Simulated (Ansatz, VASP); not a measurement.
# CaHf in two plane-wave programs

Wanted: the spread between two codes on one cell, functional and k mesh. The cell is invented: As first built, before any earlier steps moved the atoms: it takes the ZrHg structure with all of its atoms replaced by other elements, volume scaled by an estimate. It may not be a known or stable phase. The cell comes out of the VASP series on this material, whose earlier steps may have relaxed, scaled or displaced it; both programs get it as it stands.

Calculated with Ansatz 0.2.0; plane waves, with VASP 6.6.1 beside it; band structure at RPBE and single point at RPBE.

### 1. Starting point

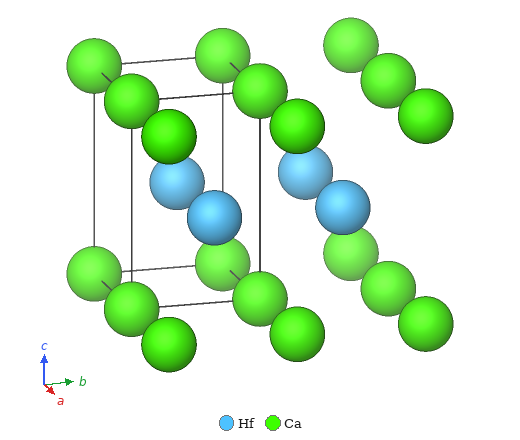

The starting structure, seen slightly off an axis (hafnium blue, calcium green). 2×2×1 cells are drawn. Some periodic images of atoms are drawn too.

### 2. Ansatz: band structure, RPBE

Ansatz runs on its default PAW (the set named soft_2) files.

Levels along a path test the potential and the projectors away from the mesh points.

input.yaml

```yaml
crystal:
  lattice:
    - [3.2929099165, 0.0, 0.0]
    - [0.0, 3.2929099165, 0.0]
    - [0.0, 0.0, 5.3264748179]
  atoms:
    - { symbol: Hf, position: [0.5, 0.5, 0.5] }
    - { symbol: Ca, position: [0.0, 0.0, 0.0] }
hamiltonian:
  xc: rpbe
  pseudopotentials: { kind: paw }
kpoints:
  mp_grid: { grid: [8, 8, 5] }
  band_path:
    path:
      - [0.0, 0.0, 0.0]
      - [0.0, 0.13333, 0.0]
      - [0.0, 0.3, 0.0]
      - [0.0, 0.46667, 0.0]
      - [0.1, 0.5, 0.0]
      - [0.26667, 0.5, 0.0]
      - [0.43333, 0.5, 0.0]
      - [0.43333, 0.43333, 0.0]
      - [0.26667, 0.26667, 0.0]
      - [0.1, 0.1, 0.0]
      - [0.0, 0.0, 0.03333]
      - [0.0, 0.0, 0.2]
      - [0.0, 0.0, 0.36667]
      - [0.0, 0.0, 0.5]
      - [0.0, 0.16667, 0.5]
      - [0.0, 0.3, 0.5]
      - [0.0, 0.46667, 0.5]
      - [0.1, 0.5, 0.5]
      - [0.26667, 0.5, 0.5]
      - [0.43333, 0.5, 0.5]
      - [0.43333, 0.43333, 0.5]
      - [0.26667, 0.26667, 0.5]
      - [0.1, 0.1, 0.5]
      - [0.0, 0.5, 0.03333]
      - [0.0, 0.5, 0.2]
      - [0.0, 0.5, 0.36667]
      - [0.5, 0.5, 0.0]
      - [0.5, 0.5, 0.16667]
      - [0.5, 0.5, 0.33333]
      - [0.5, 0.5, 0.5]
    npoints: 1
scf:
  occupations: { method: methfessel_paxton, width: 0.2 }
  n_extra_bands: 7
output:
  forces: true
  stress: true
  eigenvalues: true
```

On the command line:

```bash
$ ansatz run input.yaml --threads 2 --pin off --max-ram 4608MiB --backend cpu --events-out ev --progress --plain --runs-dir out
```

Numbers of over 12 decimals in the logs are rounded to 6 here.

What it wrote:

```text
scf.n_extra_bands = 7 over 18 filled bands (N_el = 36.0): the run solves 25 bands
Engine: ansatz 0.2.0, aarch64-unknown-linux-gnu
Pseudopotentials: kind: paw
Pseudopotential: Hf, paw, valence charge 26, recommended cutoff 420 eV (normal), Hf.paw.azcp
Pseudopotential: Ca, paw, valence charge 10, recommended cutoff 420 eV (normal), Ca.paw.azcp
Functional definition: RPBE
  parameter kappa = 0.804
  parameter beta = 0.066725
  exchange = rpbe_x(kappa = kappa, mu = beta*pi^2/3)
  correlation = pbe_c(beta = beta)
Crystal: 2 atoms, lattice volume = 57.756 Å³
Basis set: ecut = 420 eV, 1137 PW (Γ), exchange–correlation on 48×48×72 points (8 copies of the dense FFT grid, shifted against one another)
Bands: 25, of which v1, the nominal top of the filled ones, is band 18 counted from 1 (17 counted from 0)
Symmetry: 16 space group operations
Space group: P4/mmm (ITA 123), of the structure as read, at distance tolerance 3.9e-5 Å
k-points: 45 of 320
Non-local potential: Hf, projectors of the file, l = 0: 3, l = 1: 2, l = 2: 2, l = 3: 3
Non-local potential: Ca, projectors of the file, l = 0: 3, l = 1: 2, l = 2: 2
PAW form: soft (Blöchl's): semilocal exchange-correlation on the pseudo side does not see the compensation charge
PAW frozen core: Hf, regenerated for the run's functional, and the local potential with it (the file was generated under x = pbe(κ = 0.804, μ = 0.219515), c = pbe(β = 0.066725))
PAW frozen core: Ca, regenerated for the run's functional, and the local potential with it (the file was generated under x = pbe(κ = 0.804, μ = 0.219515), c = pbe(β = 0.066725))
PAW one-centre angular grid: Hf, 590 points (default); XC on 64 Gauss nodes
PAW one-centre angular grid: Ca, 110 points (default); XC on 64 Gauss nodes
Initial density: superposition of atomic densities (neutral atoms: chi_scale 0, normalization atom), corrected by the library's trained network
Initial wavefunctions: pseudopotential atomic-orbital guess
Functional: x = rpbe, c = pbe(β = 0.066725)
SCF iter   1: F=—  HF=-17553.837636 eV  |F-HF|=—  |Δ(HF+E_count)|=         —  Δρ=6.40e-3  dr2=1.04e-1  ethr=1.77e-3  ⟨swp⟩=7.8  Hψ=5635  notcnv=0
preconditioner: auto → Kerker (q_TF=auto, 2.522 Å⁻¹)  [metal: Δε(μ)=0.059 eV  Ē_g=14.824 eV  σ=0.200 eV  W_gap=0.24  n_scr=16 (ndim 8)  ℏωp=24.9 eV  f_vac=0.000  D(μ)=4.03/eV (n_scr^D=38)]
SCF iter   2: F=—  HF=-17553.828275 eV  |F-HF|=—  |Δ(HF+E_count)|=   9.36e-3  S|Δr|=    0.00e0  Δρ=2.48e-3  dr2=1.46e-2  ethr=2.88e-4  ⟨swp⟩=1.0  Hψ=1485  notcnv=0  defer=2
SCF iter   3: F=—  HF=-17553.826318 eV  |F-HF|=—  |Δ(HF+E_count)|=   1.96e-3  S|Δr|=    0.00e0  Δρ=1.14e-3  dr2=2.65e-3  ethr=4.04e-5  ⟨swp⟩=2.0  Hψ=1396  notcnv=0  defer=2
SCF iter   4: F=—  HF=-17553.825687 eV  |F-HF|=—  |Δ(HF+E_count)|=   6.30e-4  S|Δr|=    0.00e0  Δρ=6.49e-4  dr2=5.62e-4  ethr=7.37e-6  ⟨swp⟩=2.0  Hψ=1473  notcnv=0  defer=2
SCF iter   5: F=—  HF=-17553.825620 eV  |F-HF|=—  |Δ(HF+E_count)|=   6.76e-5  S|Δr|=    0.00e0  Δρ=2.56e-4  dr2=7.31e-5  ethr=1.56e-6  ⟨swp⟩=2.1  Hψ=1528  notcnv=0  defer=2
SCF iter   6: F=—  HF=-17553.825601 eV  |F-HF|=—  |Δ(HF+E_count)|=   1.90e-5  S|Δr|=    0.00e0  Δρ=4.42e-5  dr2=1.86e-6  ethr=2.03e-7  ⟨swp⟩=2.0  Hψ=1215  notcnv=0  defer=2
SCF iter   7: F=—  HF=-17553.825602 eV  |F-HF|=—  |Δ(HF+E_count)|=   8.82e-7  S|Δr|=    0.00e0  Δρ=2.02e-5  dr2=5.08e-7  ethr=5.18e-9  ⟨swp⟩=2.8  Hψ=1864  notcnv=0  defer=2
SCF iter   8: F=-17553.825602 eV  HF=-17553.825602 eV  |F-HF|=1.95e-9  |Δ(HF+E_count)|=   1.96e-7  S|Δr|=    0.00e0  Δρ=4.87e-6  dr2=1.52e-8  ethr=2.78e-10  ⟨swp⟩=7.1  Hψ=5461  notcnv=0
SCF 1 converged in 8 iterations: F = -17553.825602 eV  dr2 = 1.52e-8
  greatest PAW one-centre occupation: 0.999 electrons in one spin orbital (limit 2), on the Hf atom at site 0 (counted from 0), in its partial waves of l = 0
NSCF: frozen V_eff on 30 k-points
SCF converged after 8 iterations
Stability not checked: this state was not tested for a lower state beside it, because cold or Methfessel-Paxton smearing, or corrected tetrahedra, fill the levels in a way that the test cannot read (fill_not_monotonic; see scf.lower_state_search)
Free energy (F): -17553.825602 eV
Harris-Foulkes:  -17553.825602 eV  (|F-HF|=1.95e-9)
Internal energy: -17553.822875 eV  (E = F + TS)
E sigma→0 (E₀):  -17553.824920 eV
Entropy (-TS):   -0.002727 eV (-1.363 meV/atom)
Fermi energy:    11.356356 eV
--- Per-component energies (eV) ---
  E_band       = -295.680227
  E_kinetic    = 699.636175
  E_local      = -7411.321641  (includes V_loc(G=0)·N_el)
  E_nonlocal   = -1183.671976
  E_hartree    = 3336.423715
  E_xc         = -436.398345
  E_vxc        = -434.728009  (∫ρ·V_xc dr)
  E_paw        = -7800.779451  (= ΣΔE_a)
  E_vpaw       = 1361.551726  (= ΣTr[D̂ρ^β])
  E_aug_tail   = -0.000008  (compensation charges beyond the density's cutoff)
  E_ewald      = -4757.474126
  E_core_change = -0.237218  (= ΣΔE_core)
  E_smearing   = -0.002727  (= −TS)
  E_closure    = -0.000000  (closes the sum)
  Σ components = -17553.825602   (vs F -17553.825602, Δ=0.00e0)
--- Forces (eV/Å), atoms counted from 1 ---
  atom   1  Hf     0.00000000     0.00000000     0.00000000
  atom   2  Ca     0.00000000     0.00000000     0.00000000
  max |Σ_I F_I| component: 1.01e-28 eV/Å
--- Stress (GPa, compression-positive) ---
        0.039290       0.000000       0.000000
        0.000000       0.039290       0.000000
        0.000000       0.000000       0.049057
  P = ⅓ Tr σ = 0.0425 GPa (0.425 kbar)
--- Band table (eV; the first three rows and the last of 45) ---
  k-point 0: bands = [... 14 lower, -0.9452, 5.8633, 9.5801, 10.6358, 12.1736, 13.5823, 13.7866, 13.7866, ... 3 higher]
  k-point 1: bands = [... 14 lower, -0.9452, 6.1052, 9.3224, 10.6972, 11.9609, 13.4271, 13.9108, 13.9108, ... 3 higher]
  k-point 2: bands = [... 14 lower, -0.9453, 6.6680, 8.6227, 10.8087, 11.9117, 13.1734, 13.9171, 14.1779, ... 3 higher]
  k-point 44: bands = [... 14 lower, -0.9500, 9.9982, 11.0606, 11.2685, 11.2685, 12.7447, 12.7447, 13.2170, ... 3 higher]
```

Run time: 2.7 s. Hardware: 2 threads of Arm Neoverse V2, shared host; peak memory 0.35 GiB.

In the SCF lines HF is the Harris–Foulkes energy and dr2 the Hartree energy of the density residual, in eV; the loop may stop once dr2 is under the threshold and the program's other checks hold. Hψ counts applications of the Hamiltonian.

### 3. VASP: band structure, RPBE

The same cell, functional, mesh and smearing now go to VASP, with its own data sets and cutoff.

Lines of VASP's logs that name or quote its potential files are left out, and so is its time.

INCAR

```
SYSTEM = CaHf
PREC = Accurate
ENCUT = 400
EDIFF = 1E-06
NELM = 100
ISMEAR = 1
SIGMA = 0.2
LREAL = .FALSE.
ALGO = Normal
GGA = RP
LORBIT = 11
LWAVE = .FALSE.
LCHARG = .FALSE.
```

POSCAR

```
CaHf
1.0
    3.2929099165      0.0000000000      0.0000000000
    0.0000000000      3.2929099165      0.0000000000
    0.0000000000      0.0000000000      5.3264748179
Hf Ca
1 1
Direct
    0.5000000000      0.5000000000      0.5000000000
    0.0000000000      0.0000000000      0.0000000000
```

KPOINTS

```
Automatic mesh
0
Gamma
8 8 5
0 0 0
```

KPOINTS_OPT

```
Line mode
16
Line-mode
Reciprocal
  0.00000000   0.00000000   0.00000000 GAMMA
  0.00000000   0.50000000   0.00000000 X

  0.00000000   0.50000000   0.00000000 X
  0.50000000   0.50000000   0.00000000 M

  0.50000000   0.50000000   0.00000000 M
  0.00000000   0.00000000   0.00000000 GAMMA

  0.00000000   0.00000000   0.00000000 GAMMA
  0.00000000   0.00000000   0.50000000 Z

  0.00000000   0.00000000   0.50000000 Z
  0.00000000   0.50000000   0.50000000 R

  0.00000000   0.50000000   0.50000000 R
  0.50000000   0.50000000   0.50000000 A

  0.50000000   0.50000000   0.50000000 A
  0.00000000   0.00000000   0.50000000 Z

  0.00000000   0.50000000   0.00000000 X
  0.00000000   0.50000000   0.50000000 R

  0.50000000   0.50000000   0.00000000 M
  0.50000000   0.50000000   0.50000000 A
```

The projector-augmented-wave data sets are Hf_pv and Ca_sv (PBE family, release 64).

On the command line:

```bash
$ mpirun -np 1 vasp_std
```

What it wrote:

```text
[banner, memory and clock lines left out]
running    1 mpi-ranks, on    1 nodes
 distrk:  each k-point on    1 cores,    1 groups
 distr:  one band on    1 cores,    1 groups

 POSCAR found type information on POSCAR HfCa
 POSCAR found :  2 types and       2 ions
|                                                                             |
|               ----> ADVICE to this user running VASP <----                  |
|                                                                             |
|     You enforced a specific xc type in the INCAR file but a different       |
|     [... a line on the potential file left out ...]
|     I HOPE YOU KNOW WHAT YOU ARE DOING!                                     |
|                                                                             |

 LDA part: xc-table for (Slater+PW92), standard interpolation
 POSCAR, INCAR and KPOINTS ok, starting setup
 FFT: planning ... GRIDC
 FFT: planning ... GRID_SOFT
 FFT: planning ... GRID
 WAVECAR not read
 entering main loop
       N       E                     dE             d eps       ncg     rms          rms(c)
DAV:   1     0.984737441396E+02    0.98474E+02   -0.96091E+03  1260   0.111E+03
DAV:   2    -0.722759450197E+01   -0.10570E+03   -0.10472E+03  1482   0.294E+02
DAV:   3    -0.109434681599E+02   -0.37159E+01   -0.36110E+01  2028   0.427E+01
DAV:   4    -0.110513638926E+02   -0.10790E+00   -0.10783E+00  1818   0.699E+00
DAV:   5    -0.110536427919E+02   -0.22789E-02   -0.22788E-02  1904   0.873E-01    0.287E+01
DAV:   6    -0.102164227153E+02    0.83722E+00   -0.86146E+00  1580   0.101E+01    0.200E+01
DAV:   7    -0.100742658534E+02    0.14216E+00   -0.15017E+00  1598   0.491E+00    0.795E+00
DAV:   8    -0.100585813060E+02    0.15685E-01   -0.13893E-01  1812   0.209E+00    0.116E+00
DAV:   9    -0.100532658059E+02    0.53155E-02   -0.31612E-02  1660   0.758E-01    0.635E-01
DAV:  10    -0.100529813036E+02    0.28450E-03   -0.34691E-03  1680   0.265E-01    0.104E-01
DAV:  11    -0.100529889349E+02   -0.76313E-05   -0.11814E-04  1704   0.754E-02    0.313E-02
DAV:  12    -0.100529956173E+02   -0.66824E-05   -0.98916E-06  1902   0.262E-02    0.109E-02
DAV:  13    -0.100529954584E+02    0.15883E-06   -0.71754E-07  1200   0.370E-03
   1 F= -.10052995E+02 E0= -.10052105E+02  d E =-.267148E-02
 Start KPOINTS_OPT (optional k-point list driver)
k-point batch [1-45\144]
       N       E                     dE             ncg
DAV:   1    -0.104531693661E+05   -0.31696E+05     1268
DAV:   2    -0.151470124018E+05   -0.46938E+04     1488
DAV:   3    -0.153106252068E+05   -0.16361E+03     2106
DAV:   4    -0.153149678650E+05   -0.43427E+01     1782
DAV:   5    -0.153150748025E+05   -0.10694E+00     2022
DAV:   6    -0.153150763365E+05   -0.15340E-02     1802
DAV:   7    -0.153150763702E+05   -0.33770E-04     2010
DAV:   8    -0.153150763709E+05   -0.63117E-06     1294
[...]
k-point batch [136-144\144]
       N       E                     dE             ncg
DAV:   1     0.177824523531E+05   -0.87780E+04      252
DAV:   2     0.169078735768E+05   -0.87458E+03      318
DAV:   3     0.168813971640E+05   -0.26476E+02      386
DAV:   4     0.168806706995E+05   -0.72646E+00      370
DAV:   5     0.168806560213E+05   -0.14678E-01      380
DAV:   6     0.168806558427E+05   -0.17863E-03      378
DAV:   7     0.168806558376E+05   -0.50961E-05      330
DAV:   8     0.168806558375E+05   -0.11033E-06      204
```

From OUTCAR (step 3):

```text
ion  position               nearest neighbor table
   1  0.500  0.500  0.500-
   2  0.000  0.000  0.000-

  LATTYP: Found a simple tetragonal cell.
 ALAT       =     3.2929099165
 C/A-ratio  =     1.6175586193

 Subroutine GETGRP returns: Found 16 space group operations
 (whereof 16 operations were pure point group operations)

The static configuration has the point symmetry D_4h.

 Found     45 irreducible k-points:

   k-points           NKPTS =     45   k-points in BZ     NKDIM =     45   number of bands    NBANDS=     14

   dimension x,y,z NGX =    24 NGY =   24 NGZ =   36
   dimension x,y,z NGXF=    48 NGYF=   48 NGZF=   72

   ENCUT  =  400.0 eV  29.40 Ry    5.42 a.u.   5.37  5.37  8.69*2*pi/ulx,y,z

   NELECT =      20.0000    total number of electrons

 k-points in reciprocal lattice and weights: Automatic mesh
   0.00000000  0.00000000  0.00000000       0.003
   0.12500000  0.00000000  0.00000000       0.013
   0.25000000  0.00000000  0.00000000       0.013
   0.37500000  0.00000000  0.00000000       0.013
   0.50000000  0.00000000  0.00000000       0.006
   0.12500000  0.12500000  0.00000000       0.013
   0.25000000  0.12500000  0.00000000       0.025
   0.37500000  0.12500000  0.00000000       0.025
   0.50000000  0.12500000  0.00000000       0.013
[...]
0.50000000  0.37500000  0.40000000       0.025
   0.50000000  0.50000000  0.40000000       0.006

 average (electrostatic) potential at core
       1 -39.6628       2 -46.3071

 E-fermi :   3.3724

 k-point     1 :       0.0000    0.0000    0.0000
  band No.  band energies     occupation
    ...
      6     -18.2859      2.00000
      7     -18.2859      2.00000
      8      -2.1277      2.00000
      9       1.5908      2.00000
     10       2.6529      2.00000
     11       4.1983     -0.00000
     12       5.5970     -0.00000
     13       5.7942     -0.00000
     14       5.7942     -0.00000

 k-point     2 :       0.1250    0.0000    0.0000
  band No.  band energies     occupation
    ...
      6     -18.3464      2.00000
      7     -18.2808      2.00000
      8      -1.8359      2.00000
      9       1.8346      2.00000
     10       2.8105      2.00052
     11       3.9556     -0.00030
     12       5.5190     -0.00000
     13       5.7111     -0.00000
     14       5.8961     -0.00000

 k-point     3 :       0.2500    0.0000    0.0000
  band No.  band energies     occupation
    ...
      6     -18.3372      2.00000
      7     -18.2683      2.00000
      8      -1.0288      2.00000
      9       2.4286      2.00000
     10       3.1246      2.07085
     11       3.4589      0.33804
     12       4.9128     -0.00000
     13       5.7636     -0.00000
     14       6.1744     -0.00000

  Total       -0.0215718     -0.0215718     -0.0050100      0.0000000      0.0000000      0.0000000
  in kB       -0.5984073     -0.5984073     -0.1389802      0.0000000      0.0000000      0.0000000
  external PRESSURE =      -0.4452650 kB  Pullay stress =       0.0000000 kB

  energy-cutoff  :      400.00
  volume of cell :       57.76
      direct lattice vectors                 reciprocal lattice vectors
     3.292909917  0.000000000  0.000000000     0.303682769  0.000000000  0.000000000
     0.000000000  3.292909917  0.000000000     0.000000000  0.303682769  0.000000000
     0.000000000  0.000000000  5.326474818     0.000000000  0.000000000  0.187741430

 POSITION                                       TOTAL-FORCE (eV/Angst)
 -----------------------------------------------------------------------------------
      1.64645      1.64645      2.66324         0.000000      0.000000      0.000000
      0.00000      0.00000      0.00000         0.000000      0.000000      0.000000
 -----------------------------------------------------------------------------------
    total drift:                                0.000000      0.000000     -0.000000

  FREE ENERGIE OF THE ION-ELECTRON SYSTEM (eV)
  ---------------------------------------------------
  free  energy   TOTEN  =       -10.0529954584 eV

  energy  without entropy=      -10.0503239772  energy(sigma->0) =      -10.05210496

 total charge
# of ion       s       p       d       tot
------------------------------------------
    1        0.396   6.203   1.398   7.997
    2        2.087   5.846   0.268   8.200
--------------------------------------------------
tot          2.482  12.049   1.666  16.197

[... 3 further parts left out ...]
```

The run ends at a pressure of -0.04 GPa.

### 4. Side by side

Known differences besides the PAW data sets themselves: the data sets hold 36 valence electrons in Ansatz (default PAW (the set named soft_2) files) and 20 in VASP; the cutoff is 420 eV in Ansatz and 400 eV in VASP; Ansatz makes its cores anew for this functional, VASP keeps those of its PBE data sets; VASP leaves aspherical gradient terms in its spheres out (LASPH is not set), Ansatz keeps them. Total energies have different zeros and are not compared.

Both answers:

```tsv
quantity	Ansatz	VASP	difference
pressure (GPa)	0.04	-0.04	+0.09
```

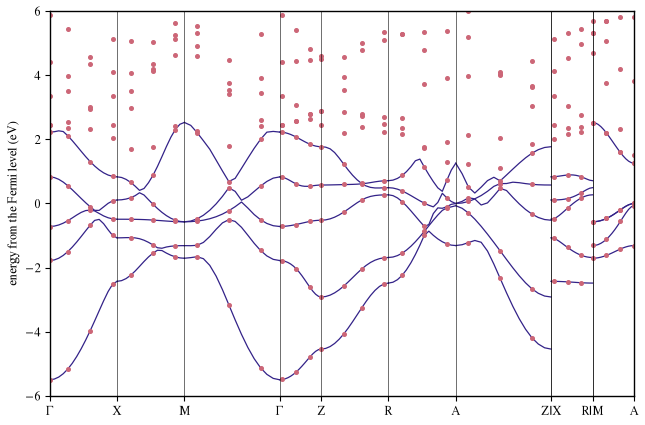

Bands from VASP (lines) and levels from Ansatz (dots). Dots without a line are higher empty bands that the VASP plot leaves out.

Levels from 3 eV below to 2 eV above the Fermi level differ by 4 meV r.m.s. and 10 meV at most; each VASP level is matched to the nearest of Ansatz, which flatters the figure a little.

### 5. Ansatz: single point, RPBE

A single point gives forces, pressure and levels at one fixed geometry, so differences don't come from the geometry; what else differs is listed under the comparison. The cell compared in this pair holds 55.45 Å³, against 57.76 Å³ for the pair before.

The cell is a member of a volume series, scaled by 0.96 from a relaxed one, so a pressure remains.

input.yaml, the sections that differ from step 2:

```yaml
crystal:
  lattice:
    - [3.2484056783, 0.0, 0.0]
    - [0.0, 3.2484056783, 0.0]
    - [0.0, 0.0, 5.2544866038]
  atoms:
    - { symbol: Hf, position: [0.5, 0.5, 0.5] }
    - { symbol: Ca, position: [0.0, 0.0, 0.0] }
kpoints:
  mp_grid: { grid: [8, 8, 5] }
scf:
  occupations: { method: methfessel_paxton, width: 0.2 }
  n_extra_bands: 4
# hamiltonian, output: as in step 2
```

On the command line:

```bash
$ ansatz run input.yaml --threads 2 --pin off --max-ram 4608MiB --backend cpu --events-out ev --progress --plain --runs-dir out
```

What it wrote:

```text
[...]
Crystal: 2 atoms, lattice volume = 55.446 Å³
Basis set: ecut = 420 eV, 1113 PW (Γ), exchange–correlation on 48×48×72 points (8 copies of the dense FFT grid, shifted against one another)
Bands: 22, of which v1, the nominal top of the filled ones, is band 18 counted from 1 (17 counted from 0)
Symmetry: 16 space group operations
[...]
k-points: 45 of 320
[...]
--- Band table (eV; the first three rows and the last of 45) ---
  k-point 0: bands = [... 14 lower, -0.2749, 6.3227, 10.0645, 11.1273, 12.8411, 14.1611, 14.4218, 14.4218]
  k-point 1: bands = [... 14 lower, -0.2749, 6.5750, 9.8381, 11.1924, 12.5842, 13.9961, 14.5573, 14.5573]
  k-point 2: bands = [... 14 lower, -0.2750, 7.1590, 9.1715, 11.3112, 12.4852, 13.7260, 14.4992, 14.8539]
  k-point 44: bands = [... 14 lower, -0.2800, 10.4545, 11.5626, 11.8098, 11.8098, 13.3435, 13.3435, 13.8699]
[key lines of the parts left out:]
SCF converged after 8 iterations
Free energy (F): -17553.811870 eV
Fermi energy:    11.912812 eV
P = ⅓ Tr σ = 1.9158 GPa (19.158 kbar)
```

It took 1.7 s on 2 threads; peak memory 0.35 GiB.

The run ends at a pressure of 1.92 GPa.

[end of part 1 of 2]

[Lines on the potential files, build, host, timing and source positions are cut from VASP's logs without a mark.]

[Logs are printed without paths, hosts, clocks, repeated set-up lines and the standing remarks that a program may print on its own settings, such as how far it seeks lower states.]

[Hosts, paths, dates, database ids (printed as entryN), source tags and the programs' standing remarks are cut or masked in the printed files.]
